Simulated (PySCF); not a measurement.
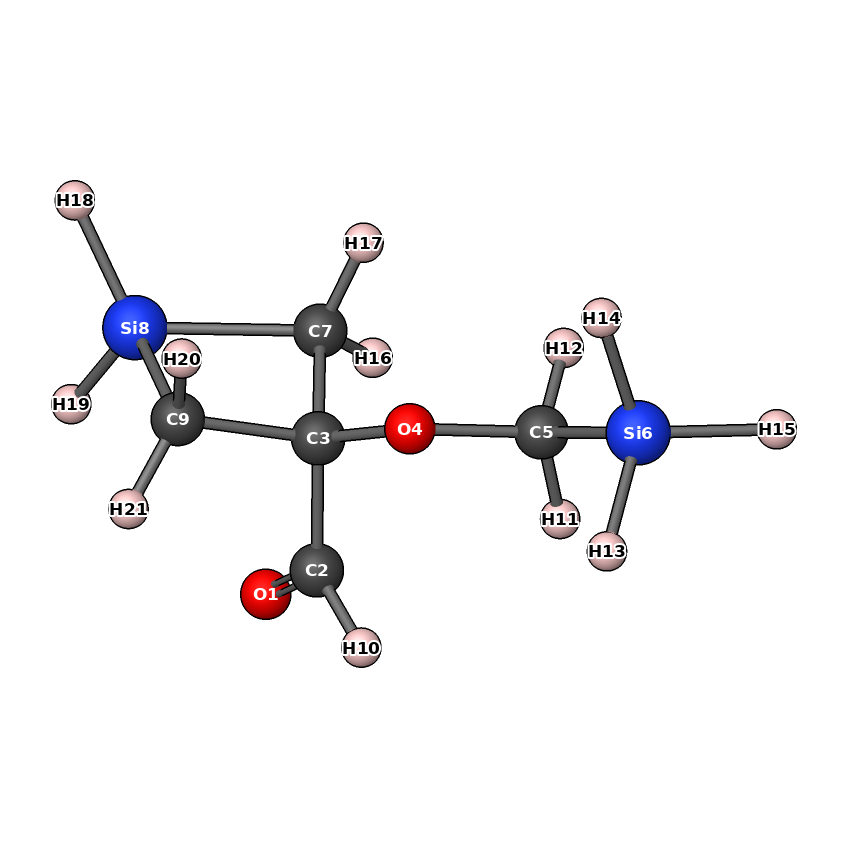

The questions are on isotropic NMR shieldings of the O atoms. The geometry was computed by an optimisation with GFN2-xTB. No frequency run is at hand to confirm it as a minimum. Properties computed with GIAO PBE0/pcSseg-1 NMR shielding, non-relativistic, gas phase (PySCF 2.14.0).

List the isotropic NMR shieldings of the O atoms.

| atom | σ (ppm) |
| --- | --- |
| O1 | −333.0 |
| O4 | 269.9 |

The geometry is semi-empirical. Around Si such bond lengths and angles can be off by a tenth of an ångström or more and by several degrees, and values that hang on the shape move with them.
